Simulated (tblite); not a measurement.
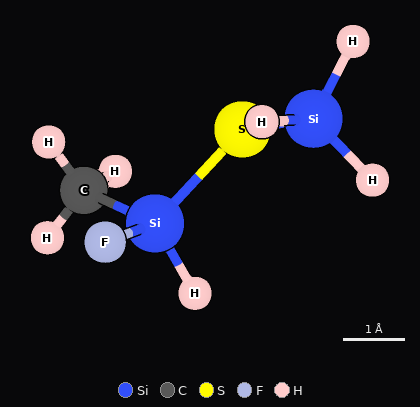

Fig. 1: The input geometry (ball-and-stick view, seen at a tilt).

**Geometry relaxation, with input and output: CH₇FSSi₂**

The run: geometry relaxation of CH₇FSSi₂, SMILES C[SiH](F)S[SiH3]. Method and program: GFN2-xTB geometry optimisation, gas phase (tblite 0.8.0).

Input:
```
{"job": {"kind": "relax", "xc": "GFN2-xTB", "basis": "xTB"}, "charge": 0, "multiplicity": 1}
Si    -0.357157    -1.573499     0.754283
C      0.729131    -3.073651     0.816827
S      0.804753     0.177115     1.280612
Si     0.256939     2.195591     0.777537
F     -0.970968    -1.383719    -0.790616
H     -1.410552    -1.730885     1.680285
H      0.142088    -3.895191     0.675399
H      1.453884    -3.008075     0.039392
H      1.213396    -3.120057     1.739194
H     -0.863771     2.625262     1.537776
H     -0.027073     2.288734    -0.638140
H      1.376296     3.067707     1.054967
```

The first line tells a small driver script what to run in tblite; the rest is the geometry in Å.

Machine: 1 CPU thread, shared host.

Launched with:
```bash
OMP_NUM_THREADS=1 python <driver script> task.json out
```

Output:
```
step      E/eV     max force
  0    -469.24742    2.659
  1    -469.44006    1.012
  2    -469.48220    0.524
  3    -469.49846    0.407
  4    -469.52578    0.421
  5    -469.54307    0.476
  6    -469.56172    0.349
  7    -469.57366    0.268
  8    -469.58389    0.240
  9    -469.59366    0.321
 10    -469.60421    0.265
 11    -469.61188    0.294
 12    -469.61800    0.298
 13    -469.62528    0.281
 14    -469.63352    0.248
 15    -469.64025    0.230
 16    -469.64529    0.165
 17    -469.64987    0.290
 18    -469.65501    0.322
 19    -469.66080    0.222
 20    -469.66601    0.202
 21    -469.67073    0.236
 22    -469.67598    0.338
 23    -469.68107    0.292
 24    -469.68431    0.122
 25    -469.68586    0.111
 26    -469.68712    0.150
 27    -469.68946    0.245
 28    -469.69305    0.289
 29    -469.69664    0.216
 30    -469.69833    0.091
 31    -469.69899    0.062
 32    -469.69947    0.071
 33    -469.70009    0.087
 34    -469.70087    0.080
 35    -469.70160    0.082
 36    -469.70222    0.079
 37    -469.70287    0.073
 38    -469.70366    0.079
 39    -469.70452    0.085
 40    -469.70522    0.070
 41    -469.70574    0.066
 42    -469.70622    0.050
 43    -469.70672    0.059
 44    -469.70719    0.058
 45    -469.70755    0.052
 46    -469.70778    0.044
 47    -469.70794    0.031
 48    -469.70803    0.023
 49    -469.70810    0.029
 50    -469.70817    0.026
 51    -469.70826    0.023
 52    -469.70834    0.017
 53    -469.70838    0.015
 54    -469.70841    0.015
 55    -469.70843    0.014
 56    -469.70846    0.020
 57    -469.70852    0.022
 58    -469.70857    0.018
 59    -469.70861    0.014
 60    -469.70863    0.011
 61    -469.70865    0.014
 62    -469.70869    0.022
 63    -469.70876    0.028
 64    -469.70884    0.032
 65    -469.70891    0.024
 66    -469.70895    0.021
 67    -469.70900    0.026
 68    -469.70908    0.040
 69    -469.70922    0.047
 70    -469.70939    0.043
 71    -469.70953    0.027
 72    -469.70960    0.022
 73    -469.70966    0.031
 74    -469.70975    0.041
 75    -469.70989    0.038
 76    -469.71003    0.029
 77    -469.71014    0.021
 78    -469.71020    0.024
 79    -469.71025    0.028
 80    -469.71029    0.022
 81    -469.71031    0.012
 82    -469.71032    0.008
```

Trajectory as extended XYZ (Å, eV, eV/Å), 18 of the 29 frames kept, from step=0 to step=82:
```
12
Properties=species:S:1:pos:R:3:forces:R:3 step=0 energy=-469.24742
Si   -0.3572   -1.5735    0.7543   -0.2190   1.2810  -1.4750
C     0.7291   -3.0737    0.8168    0.5360   1.8980  -0.6610
S     0.8048    0.1771    1.2806    0.3040  -0.1510   0.1520
Si    0.2569    2.1956    0.7775    0.1760  -0.1570  -0.6100
F    -0.9710   -1.3837   -0.7906    0.4060  -0.1420   1.2640
H    -1.4106   -1.7309    1.6803   -0.9040   0.1170   0.4130
H     0.1421   -3.8952    0.6754   -1.3250  -2.2790  -0.3500
H     1.4539   -3.0081    0.0394    0.6780  -0.1620  -0.5240
H     1.2134   -3.1201    1.7392    0.8090  -0.1880   1.3390
H    -0.8638    2.6253    1.5378   -0.6900   0.0700   0.5060
H    -0.0271    2.2887   -0.6381   -0.0870  -0.1420  -0.2310
H     1.3763    3.0677    1.0550    0.3150  -0.1450   0.1770
12
Properties=species:S:1:pos:R:3:forces:R:3 step=6 energy=-469.56172
Si   -0.3634   -1.4918    0.7697    0.1770  -0.2800  -0.1130
C     0.7374   -3.0446    0.7902   -0.0020   0.1490   0.0270
S     0.8758    0.1998    1.3042   -0.0920   0.0520  -0.0760
Si    0.2319    2.2028    0.7431    0.0280  -0.1230  -0.0200
F    -0.9735   -1.3616   -0.7309    0.0640   0.1450   0.2870
H    -1.5040   -1.6642    1.6606    0.0320   0.2280  -0.1510
H     0.1433   -3.9484    0.6609    0.0030   0.1350  -0.0350
H     1.5096   -3.0418    0.0199   -0.1490   0.0930   0.0570
H     1.2420   -3.1248    1.7488    0.0180   0.0030  -0.0100
H    -0.9139    2.5928    1.5716    0.0900  -0.1380  -0.1340
H    -0.0510    2.2500   -0.6938   -0.0210  -0.0790   0.2030
H     1.4128    3.0012    1.0832   -0.1470  -0.1860  -0.0350
12
Properties=species:S:1:pos:R:3:forces:R:3 step=9 energy=-469.59366
Si   -0.3426   -1.4995    0.7851   -0.0710   0.3020   0.0810
C     0.7422   -3.0339    0.7899    0.0550  -0.1280   0.0910
S     0.8897    0.2125    1.3024   -0.0540  -0.2300  -0.0250
Si    0.2226    2.1880    0.7344    0.0190  -0.2160   0.0460
F    -0.9729   -1.3304   -0.6908    0.0000   0.1230  -0.0910
H    -1.5265   -1.6076    1.6284    0.1080   0.1210  -0.0380
H     0.1529   -3.9337    0.6535   -0.1380  -0.0220  -0.0200
H     1.5063   -3.0396    0.0237    0.0700   0.1660  -0.1640
H     1.2488   -3.1244    1.7399    0.1110  -0.0180   0.1870
H    -0.9170    2.5604    1.5629   -0.0490  -0.0620  -0.0430
H    -0.0637    2.2249   -0.6904   -0.0530  -0.0450  -0.0070
H     1.4071    2.9528    1.0885    0.0020   0.0090  -0.0180
12
Properties=species:S:1:pos:R:3:forces:R:3 step=15 energy=-469.64025
Si   -0.3341   -1.4700    0.7993   -0.0140  -0.0100  -0.0880
C     0.7560   -3.0215    0.8104   -0.1550   0.1600  -0.0600
S     0.9539    0.1601    1.3204    0.0360   0.1240  -0.0040
Si    0.2130    2.1027    0.7330    0.0400  -0.0170  -0.0170
F    -0.9588   -1.2275   -0.6786    0.1460  -0.0140   0.0730
H    -1.5431   -1.4722    1.6004    0.0330  -0.0210   0.0660
H     0.1391   -3.9014    0.6468    0.0830  -0.0250   0.0190
H     1.4969   -2.9729    0.0115   -0.0640  -0.0190   0.1010
H     1.2859   -3.1393    1.7547   -0.0990   0.0440  -0.1390
H    -0.9510    2.4744    1.5373    0.0600  -0.1240  -0.0370
H    -0.1059    2.1560   -0.6935    0.0420  -0.1060   0.1430
H     1.3951    2.8810    1.0859   -0.1090   0.0090  -0.0570
12
Properties=species:S:1:pos:R:3:forces:R:3 step=21 energy=-469.67073
Si   -0.3359   -1.4146    0.8099    0.0690  -0.2210  -0.0490
C     0.7170   -2.9846    0.8025    0.0850  -0.0370  -0.0030
S     1.0286    0.1429    1.3413    0.0680  -0.0220   0.0620
Si    0.2178    2.0297    0.7391   -0.0040   0.1020  -0.0300
F    -0.8899   -1.1494   -0.6870    0.0140   0.0260   0.0580
H    -1.5358   -1.3869    1.6223   -0.0020   0.0060  -0.0050
H     0.1432   -3.8926    0.6429   -0.0950   0.0850  -0.0650
H     1.4698   -2.9191    0.0191   -0.0590  -0.0120  -0.0760
H     1.2648   -3.1138    1.7303   -0.0660   0.0970   0.1040
H    -0.9680    2.3484    1.5187   -0.0480  -0.0570   0.1010
H    -0.1227    2.0448   -0.6718    0.0240  -0.0910  -0.0950
H     1.3581    2.8646    1.0601    0.0150   0.1220  -0.0010
12
Properties=species:S:1:pos:R:3:forces:R:3 step=24 energy=-469.68431
Si   -0.3248   -1.4035    0.8195   -0.0060  -0.0730  -0.0980
C     0.7092   -2.9802    0.7956   -0.0140   0.0790   0.0120
S     1.0627    0.1350    1.3555    0.0170   0.0510   0.0440
Si    0.2202    2.0121    0.7399    0.0010   0.0150  -0.0420
F    -0.8530   -1.1145   -0.6829   -0.0310   0.0240   0.0650
H    -1.5272   -1.3547    1.6307    0.0270  -0.0030  -0.0410
H     0.1272   -3.8824    0.6279   -0.0120   0.0940   0.0150
H     1.4529   -2.9011    0.0039   -0.0040  -0.0790   0.0420
H     1.2386   -3.0787    1.7387    0.0200  -0.0920  -0.0350
H    -0.9790    2.2772    1.5286    0.0410  -0.0230   0.0300
H    -0.1219    1.9743   -0.6763    0.0460  -0.0370   0.0290
H     1.3421    2.8857    1.0465   -0.0850   0.0420  -0.0210
12
Properties=species:S:1:pos:R:3:forces:R:3 step=30 energy=-469.69833
Si   -0.3008   -1.3725    0.8146    0.0740   0.0320   0.0430
C     0.7056   -2.9604    0.7938    0.0090  -0.0810  -0.0240
S     1.0981    0.1444    1.3917    0.0450   0.0010   0.0080
Si    0.2198    1.9875    0.7343   -0.0130  -0.0050   0.0280
F    -0.8465   -1.0550   -0.6729    0.0060   0.0170  -0.0200
H    -1.5080   -1.3221    1.6148   -0.0110  -0.0080   0.0130
H     0.0864   -3.8327    0.6209   -0.0740  -0.0500   0.0050
H     1.4508   -2.9268    0.0030    0.0310   0.0160  -0.0030
H     1.2302   -3.0994    1.7338   -0.0050   0.0020  -0.0060
H    -0.9682    2.1897    1.5547   -0.0330   0.0410  -0.0350
H    -0.0980    1.8756   -0.6808   -0.0130   0.0200   0.0050
H     1.2776    2.9410    1.0196   -0.0150   0.0160  -0.0140
12
Properties=species:S:1:pos:R:3:forces:R:3 step=36 energy=-469.70222
Si   -0.2779   -1.3673    0.8190    0.0050   0.0440   0.0290
C     0.7004   -2.9735    0.7869    0.0120   0.0130   0.0230
S     1.1209    0.1530    1.4019   -0.0300  -0.0180  -0.0170
Si    0.2166    1.9847    0.7402   -0.0080   0.0140   0.0040
F    -0.8353   -1.0393   -0.6631    0.0370   0.0180  -0.0150
H    -1.4924   -1.3240    1.6116    0.0240   0.0090   0.0270
H     0.0580   -3.8330    0.6199    0.0450   0.0190  -0.0290
H     1.4547   -2.9404    0.0041   -0.0410  -0.0600  -0.0300
H     1.2229   -3.1135    1.7274   -0.0110  -0.0500   0.0250
H    -0.9795    2.1927    1.5466   -0.0260   0.0080  -0.0090
H    -0.0956    1.8655   -0.6744   -0.0190   0.0000  -0.0210
H     1.2542    2.9644    1.0074    0.0130   0.0030   0.0130
12
Properties=species:S:1:pos:R:3:forces:R:3 step=39 energy=-469.70452
Si   -0.2599   -1.3591    0.8258    0.0250   0.0150   0.0070
C     0.6977   -2.9762    0.7866    0.0340  -0.0460   0.0030
S     1.1358    0.1591    1.4076   -0.0230   0.0470  -0.0020
Si    0.2117    1.9835    0.7429   -0.0250   0.0110  -0.0140
F    -0.8166   -1.0191   -0.6523    0.0240   0.0150  -0.0670
H    -1.4749   -1.3170    1.6118   -0.0300   0.0120   0.0790
H     0.0462   -3.8253    0.6125   -0.0450  -0.0170  -0.0120
H     1.4474   -2.9637    0.0000    0.0120   0.0070  -0.0250
H     1.2153   -3.1362    1.7261    0.0130  -0.0200   0.0280
H    -0.9939    2.1911    1.5380    0.0100  -0.0130  -0.0070
H    -0.0984    1.8530   -0.6719   -0.0120   0.0010  -0.0120
H     1.2365    2.9792    1.0006    0.0170  -0.0100   0.0240
12
Properties=species:S:1:pos:R:3:forces:R:3 step=45 energy=-469.70755
Si   -0.2405   -1.3561    0.8318    0.0200   0.0230   0.0220
C     0.6958   -2.9907    0.7849   -0.0150   0.0140  -0.0020
S     1.1393    0.1821    1.4115   -0.0150  -0.0490   0.0100
Si    0.2012    1.9943    0.7383   -0.0050  -0.0020  -0.0090
F    -0.7803   -1.0025   -0.6517    0.0060  -0.0260   0.0150
H    -1.4501   -1.3115    1.6350    0.0330   0.0060  -0.0160
H     0.0215   -3.8225    0.6034    0.0010   0.0130   0.0030
H     1.4431   -2.9885   -0.0053   -0.0050   0.0070   0.0160
H     1.2091   -3.1704    1.7247   -0.0090  -0.0060  -0.0240
H    -1.0089    2.1949    1.5256   -0.0120  -0.0030   0.0160
H    -0.1073    1.8505   -0.6742   -0.0070   0.0150  -0.0400
H     1.2240    2.9897    1.0037    0.0070   0.0060   0.0100
12
Properties=species:S:1:pos:R:3:forces:R:3 step=48 energy=-469.70803
Si   -0.2349   -1.3545    0.8347    0.0090   0.0060   0.0040
C     0.6941   -2.9916    0.7843    0.0060  -0.0020   0.0020
S     1.1390    0.1830    1.4139    0.0150   0.0130   0.0110
Si    0.1983    1.9951    0.7354   -0.0040  -0.0170  -0.0010
F    -0.7730   -1.0012   -0.6488   -0.0050  -0.0210  -0.0090
H    -1.4426   -1.3071    1.6368   -0.0070   0.0010   0.0080
H     0.0160   -3.8196    0.6021   -0.0060   0.0030  -0.0090
H     1.4425   -2.9910   -0.0041   -0.0050   0.0060  -0.0120
H     1.2082   -3.1779    1.7214   -0.0060  -0.0010   0.0130
H    -1.0123    2.1934    1.5248    0.0050  -0.0050  -0.0010
H    -0.1101    1.8511   -0.6787    0.0030   0.0170  -0.0050
H     1.2217    2.9897    1.0058   -0.0060  -0.0020   0.0000
12
Properties=species:S:1:pos:R:3:forces:R:3 step=54 energy=-469.70841
Si   -0.2291   -1.3512    0.8382   -0.0010   0.0000   0.0050
C     0.6931   -2.9916    0.7844    0.0010  -0.0010   0.0000
S     1.1442    0.1872    1.4187    0.0000  -0.0080  -0.0120
Si    0.1964    1.9919    0.7328    0.0010   0.0070   0.0040
F    -0.7669   -1.0077   -0.6481   -0.0020  -0.0040   0.0010
H    -1.4367   -1.3025    1.6407   -0.0050   0.0050   0.0040
H     0.0099   -3.8145    0.5977   -0.0020   0.0020  -0.0030
H     1.4396   -2.9907   -0.0060    0.0050   0.0010   0.0050
H     1.2046   -3.1841    1.7217    0.0020  -0.0050  -0.0020
H    -1.0133    2.1873    1.5236   -0.0070  -0.0070  -0.0030
H    -0.1102    1.8557   -0.6827    0.0050   0.0020   0.0020
H     1.2153    2.9894    1.0065    0.0030   0.0090   0.0000
12
Properties=species:S:1:pos:R:3:forces:R:3 step=60 energy=-469.70863
Si   -0.2282   -1.3508    0.8425    0.0010  -0.0010  -0.0050
C     0.6928   -2.9918    0.7852   -0.0030  -0.0020   0.0020
S     1.1489    0.1878    1.4122    0.0040   0.0040  -0.0050
Si    0.1967    1.9933    0.7337    0.0020   0.0010  -0.0050
F    -0.7657   -1.0166   -0.6460   -0.0090   0.0050   0.0030
H    -1.4360   -1.2954    1.6456    0.0090   0.0010  -0.0020
H     0.0057   -3.8100    0.5923    0.0080  -0.0080   0.0000
H     1.4407   -2.9891   -0.0040   -0.0030   0.0040   0.0030
H     1.2033   -3.1918    1.7214   -0.0070  -0.0030   0.0030
H    -1.0178    2.1775    1.5202    0.0030  -0.0010   0.0000
H    -0.1062    1.8619   -0.6830    0.0010   0.0000  -0.0040
H     1.2127    2.9943    1.0074   -0.0060   0.0000   0.0090
12
Properties=species:S:1:pos:R:3:forces:R:3 step=63 energy=-469.70876
Si   -0.2275   -1.3512    0.8433    0.0100   0.0040  -0.0050
C     0.6925   -2.9933    0.7862   -0.0040   0.0030   0.0000
S     1.1516    0.1898    1.4067    0.0010  -0.0280  -0.0040
Si    0.1966    1.9939    0.7325    0.0010   0.0270  -0.0070
F    -0.7694   -1.0196   -0.6443   -0.0030   0.0050   0.0020
H    -1.4342   -1.2918    1.6469    0.0040   0.0000   0.0080
H     0.0065   -3.8119    0.5901    0.0070   0.0010  -0.0020
H     1.4414   -2.9869   -0.0022   -0.0010  -0.0050   0.0080
H     1.2014   -3.1963    1.7227   -0.0060   0.0050  -0.0010
H    -1.0192    2.1744    1.5187    0.0090  -0.0020  -0.0060
H    -0.1044    1.8665   -0.6853    0.0030   0.0010   0.0050
H     1.2117    2.9958    1.0121   -0.0210  -0.0120   0.0030
12
Properties=species:S:1:pos:R:3:forces:R:3 step=69 energy=-469.70922
Si   -0.2224   -1.3488    0.8452   -0.0240  -0.0120   0.0000
C     0.6879   -2.9959    0.7881    0.0040   0.0040  -0.0050
S     1.1686    0.1882    1.3827    0.0030   0.0390  -0.0070
Si    0.1982    1.9958    0.7283    0.0070  -0.0460   0.0040
F    -0.7782   -1.0262   -0.6394   -0.0050   0.0070   0.0080
H    -1.4191   -1.2769    1.6639    0.0120  -0.0030  -0.0050
H     0.0026   -3.8110    0.5763   -0.0020   0.0090   0.0030
H     1.4451   -2.9843    0.0081    0.0130  -0.0130   0.0010
H     1.1863   -3.2091    1.7279   -0.0070   0.0070   0.0010
H    -1.0225    2.1491    1.5103   -0.0160   0.0000   0.0050
H    -0.0916    1.8779   -0.6919   -0.0020   0.0060  -0.0120
H     1.1919    3.0105    1.0280    0.0170   0.0020   0.0080
12
Properties=species:S:1:pos:R:3:forces:R:3 step=75 energy=-469.70989
Si   -0.2169   -1.3470    0.8470    0.0280   0.0200  -0.0030
C     0.6863   -2.9980    0.7885    0.0010  -0.0040   0.0040
S     1.1914    0.1913    1.3453   -0.0020  -0.0320   0.0060
Si    0.1977    1.9916    0.7212   -0.0180   0.0340  -0.0010
F    -0.7992   -1.0285   -0.6275   -0.0080   0.0030  -0.0120
H    -1.3977   -1.2577    1.6850   -0.0020  -0.0120   0.0110
H    -0.0011   -3.8063    0.5596   -0.0120   0.0000  -0.0070
H     1.4596   -2.9894    0.0242   -0.0010   0.0040   0.0030
H     1.1636   -3.2225    1.7365    0.0040   0.0090   0.0090
H    -1.0322    2.1181    1.4964    0.0070  -0.0130  -0.0140
H    -0.0773    1.9025   -0.7052    0.0000   0.0050   0.0120
H     1.1726    3.0152    1.0564    0.0020  -0.0130  -0.0070
12
Properties=species:S:1:pos:R:3:forces:R:3 step=78 energy=-469.71020
Si   -0.2110   -1.3434    0.8466   -0.0040   0.0060   0.0000
C     0.6849   -2.9981    0.7886   -0.0060  -0.0050   0.0100
S     1.2055    0.1917    1.3231   -0.0120   0.0080  -0.0020
Si    0.1961    1.9930    0.7176    0.0060  -0.0230   0.0050
F    -0.8126   -1.0308   -0.6218   -0.0020   0.0040  -0.0040
H    -1.3815   -1.2500    1.7006    0.0150  -0.0100  -0.0050
H    -0.0055   -3.8009    0.5492   -0.0080  -0.0020  -0.0130
H     1.4684   -2.9923    0.0347   -0.0060   0.0060   0.0060
H     1.1470   -3.2282    1.7426    0.0140   0.0030   0.0080
H    -1.0393    2.0932    1.4861   -0.0040  -0.0050  -0.0050
H    -0.0677    1.9186   -0.7112   -0.0050   0.0060   0.0000
H     1.1625    3.0165    1.0715    0.0120   0.0120   0.0000
12
Properties=species:S:1:pos:R:3:forces:R:3 step=82 energy=-469.71032
Si   -0.2101   -1.3432    0.8452   -0.0040  -0.0040  -0.0030
C     0.6838   -2.9990    0.7903    0.0000   0.0030  -0.0010
S     1.2081    0.1918    1.3133    0.0060   0.0000   0.0050
Si    0.1970    1.9933    0.7169    0.0020   0.0000  -0.0020
F    -0.8197   -1.0332   -0.6204    0.0010   0.0030  -0.0010
H    -1.3746   -1.2503    1.7060   -0.0030  -0.0050   0.0030
H    -0.0062   -3.8003    0.5441    0.0020   0.0010   0.0040
H     1.4707   -2.9915    0.0402    0.0010   0.0010   0.0010
H     1.1429   -3.2295    1.7460   -0.0030  -0.0040  -0.0030
H    -1.0419    2.0856    1.4808   -0.0010  -0.0020   0.0000
H    -0.0648    1.9288   -0.7128   -0.0030   0.0030  -0.0040
H     1.1617    3.0168    1.0778    0.0020   0.0040   0.0000
```

Results in brief:

- outcome: converged
- total energy: −469.7103 eV
- wall time: 7.9 s
- peak memory: 0.18 GiB
